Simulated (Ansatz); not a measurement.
## What a change does: geometry relaxation on Ti$_{3}$F$_{2}$

System: Ti$_{3}$F$_{2}$, multiplicity 3.
Method of run 1: UKS PBE0-D4/def2-SVP (Ansatz 0.2.0).

The geometry: PBE0-D4/def2-SVP start. Text and figures count atoms from 1; the logs count them from 0 in places.

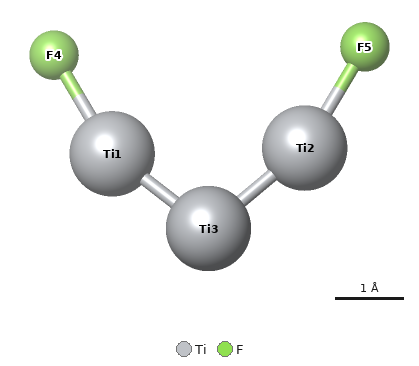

The starting structure (ball-and-stick view, seen at an oblique angle; atoms are numbered from 1 in the order of the input). Sticks mark near contacts. Bond lengths as drawn: F–Ti 1.81 Å and Ti–Ti 1.89 Å.

### The input, run 1
```yaml
crystal:
  periodic: [false, false, false]
  atoms:
    - {symbol: Ti, position_ang: [-0.914319, -0.645050, 0.994573]}
    - {symbol: Ti, position_ang: [1.367636, 0.390912, -0.425527]}
    - {symbol: Ti, position_ang: [0.962750, -0.521553, 1.178892]}
    - {symbol: F, position_ang: [-2.555124, -0.446181, 0.266531]}
    - {symbol: F, position_ang: [1.139046, 1.221862, -2.014468]}
basis:
  gaussian: {orbitals: def2-SVP}
magnetization: {spin_polarized: true, initial_magnetization: 2}
hamiltonian: {xc: pbe0, dispersion: d4}
scf: {lower_state_search: "off"}
output: {orbitals: {seedname: orbitals}}
relax: {f_tol: 0.02, max_steps: 100}
```

Launched with:
```bash
ansatz run in.yaml --threads 4 --pin off --events-out ev --progress --plain --max-ram 4787MiB
```

Hardware: 4 threads of Arm Neoverse V1, 23 GiB of memory available, shared host.

### Output, shortened to warnings, some set-up lines, iterations and results (run 1)
```
[...]
mean field evaluation 1: about -74695.8727 eV, gradient 1.2e2 eV
mean field evaluation 2: about -74494.9811 eV, gradient 2.5e2 eV
mean field evaluation 4: about -74527.4389 eV, gradient 2.4e2 eV
mean field evaluation 8: about -74740.4102 eV, gradient 1.1e1 eV
mean field evaluation 16: about -74741.3756 eV, gradient 3.8e-1 eV
[... 39 lines ...]
relax step  27: F+E_penalty+E_count = -74742.55106480 eV  Δ(F+E_penalty+E_count) = -5.498e-4 eV  max|allowed force component| = 3.002e-2 eV/Å  Δτ_max = 0.0211 Å  (87 SCF …
relax step  28: F+E_penalty+E_count = -74742.55120124 eV  Δ(F+E_penalty+E_count) = -1.364e-4 eV  max|allowed force component| = 6.180e-2 eV/Å  Δτ_max = 0.0381 Å  (95 SCF …
mean field evaluation 448: about -74742.4346 eV, gradient 1.1e-3 eV
relax step  29: F+E_penalty+E_count = -74742.55062694 eV  Δ(F+E_penalty+E_count) = +5.743e-4 eV  max|allowed force component| = 4.067e-2 eV/Å  Δτ_max = 0.0190 Å  (91 SCF …
relax step  30: F+E_penalty+E_count = -74742.55133500 eV  Δ(F+E_penalty+E_count) = -1.338e-4 eV  max|allowed force component| = 1.788e-2 eV/Å  Δτ_max = 0.0092 Å  (80 SCF …
Total energy: -74742.55138978 eV, -2746.7381012536 hartree
Atom 0 at    -1.273530    -0.084844     0.892925 Å, force    -0.017880    -0.008337    -0.004024 eV/Å
Atom 1 at     1.127726     0.540094    -0.566602 Å, force     0.000550     0.001614    -0.005141 eV/Å
Atom 2 at     1.494292    -0.874989     1.491026 Å, force     0.000512    -0.001362     0.002296 eV/Å
Atom 3 at    -2.793326    -0.867283     0.352127 Å, force     0.016490     0.008163     0.005451 eV/Å
Atom 4 at     1.444828     1.287011    -2.169474 Å, force     0.000329    -0.000077     0.001417 eV/Å
Dipole moment:     0.539492    -0.062327     0.803618 e Å
Checks for a lower state left out: stability, starts, cluster_reference, orbital_swaps, neighbouring_geometries, increment
```

For run 2 the input was changed thus:
```diff
-magnetization: {spin_polarized: true, initial_magnetization: 2}
+magnetization: {spin_polarized: true, initial_magnetization: 4}
```

How does run 2 compare with run 1?

With the same method and basis, run 2 lies 2.5 kcal/mol higher. The HOMO goes from −4.33 to −4.62 eV. The LUMO goes from −2.39 to −2.18 eV. The dipole moment goes from 4.66 to 3.04 D.

### Output, shortened to warnings, some set-up lines, iterations and results (run 2)
```
[...]
mean field evaluation 1: about -74710.6633 eV, gradient 9.0e1 eV
mean field evaluation 2: about -74618.5026 eV, gradient 1.5e2 eV
mean field evaluation 4: about -74635.1567 eV, gradient 1.6e2 eV
mean field evaluation 8: about -74739.8388 eV, gradient 6.5e0 eV
mean field evaluation 16: about -74740.4870 eV, gradient 3.9e0 eV
[... 31 lines ...]
relax step  21: F+E_penalty+E_count = -74742.43853640 eV  Δ(F+E_penalty+E_count) = -3.358e-3 eV  max|allowed force component| = 1.587e-1 eV/Å  Δτ_max = 0.1596 Å  (66 SCF …
relax step  22: F+E_penalty+E_count = -74742.44097884 eV  Δ(F+E_penalty+E_count) = -2.442e-3 eV  max|allowed force component| = 4.485e-2 eV/Å  Δτ_max = 0.0622 Å  (70 SCF …
relax step  23: F+E_penalty+E_count = -74742.44111418 eV  Δ(F+E_penalty+E_count) = -1.353e-4 eV  max|allowed force component| = 2.550e-2 eV/Å  Δτ_max = 0.0233 Å  (61 SCF …
mean field evaluation 384: about -74742.3201 eV, gradient 2.5e-1 eV
relax step  24: F+E_penalty+E_count = -74742.44135224 eV  Δ(F+E_penalty+E_count) = -2.381e-4 eV  max|allowed force component| = 1.484e-2 eV/Å  Δτ_max = 0.0183 Å  (67 SCF …
Total energy: -74742.44140619 eV, -2746.7340594312 hartree
Atom 0 at    -1.242497    -0.203787     0.676342 Å, force     0.014841     0.004125    -0.003886 eV/Å
Atom 1 at     0.999715    -0.062293    -0.903725 Å, force    -0.000372    -0.001353     0.014583 eV/Å
Atom 2 at     1.411720    -0.298514     1.105076 Å, force    -0.001793     0.001810    -0.012372 eV/Å
Atom 3 at    -2.920526    -0.861957     0.727253 Å, force    -0.012184    -0.004128     0.000975 eV/Å
Atom 4 at     1.751578     1.426541    -1.604945 Å, force    -0.000492    -0.000454     0.000700 eV/Å
Dipole moment:     0.382105    -0.280485     0.418562 e Å
Checks for a lower state left out: stability, starts, cluster_reference, orbital_swaps, neighbouring_geometries, increment
```

### The two runs side by side

| quantity | run 1 | run 2 |
| --- | --- | --- |
| outcome | converged | converged |
| total energy (hartree) | −2746.738101 | −2746.734059 |
| HOMO (eV) | −4.33 | −4.62 |
| LUMO (eV) | −2.39 | −2.18 |
| dipole moment (D) | 4.66 | 3.04 |
| ⟨S²⟩ | 4.828 | 6.168 |
| largest force (eV/Å) | 0.020 | 0.016 |
| basis functions | 121 | 121 |
| wall time (shared host) | 4.2 min | 3.7 min |

For run 1: ⟨S²⟩ is 4.83 against 2.00 for a pure state: the solution is spin-contaminated.
